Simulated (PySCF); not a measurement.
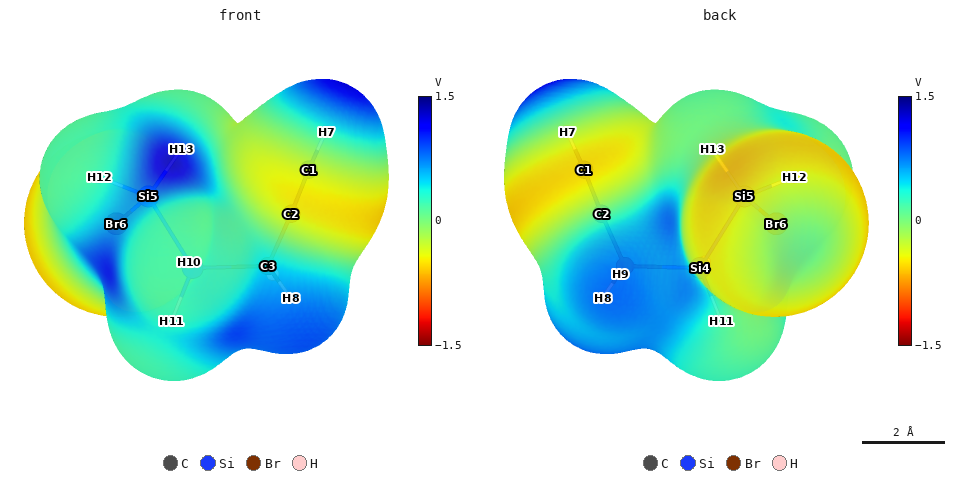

C3H7BrSi2 (SMILES C#CC[SiH2][SiH2]Br). The molecular electrostatic potential painted on the density surface at 0.001 e/bohr³, seen from the front and from behind; the colour scale runs from red (negative) to blue (positive).

Geometry: GFN2-xTB.

The calculation used CAM-B3LYP/def2-SVPD, SCF density, gas phase (PySCF).

Input file:

```
{"job": {"kind": "uv", "xc": "CAM-B3LYP", "basis": "def2-SVPD", "nstates": 8, "ntriplets": 3}, "charge": 0, "multiplicity": 1}
C     -2.372573     1.201618     0.262390
C     -1.766781     0.178252     0.402964
C     -0.995102    -1.032245     0.529873
Si     0.499489    -1.006660    -0.667153
Si     1.731922     0.911909    -0.276071
Br     3.302223     0.486520     1.259845
H     -2.934104     2.082218     0.168390
H     -1.636715    -1.888357     0.311381
H     -0.657247    -1.133840     1.564558
H      0.000522    -1.007266    -2.047557
H      1.260305    -2.242567    -0.442362
H      2.532915     1.401219    -1.395730
H      1.030759     2.049685     0.311745
```

Run with:

```sh
OMP_NUM_THREADS=1 python probes_run.py task.json out
```

Q: Describe the electrostatic potential map.

A: The most negative region (about −0.6 V, or −14 kcal/mol for a unit charge) lies over C1, C2 and Br6, the most positive (about +1.2 V, or +28 kcal/mol for a unit charge) over Si5 and H7.
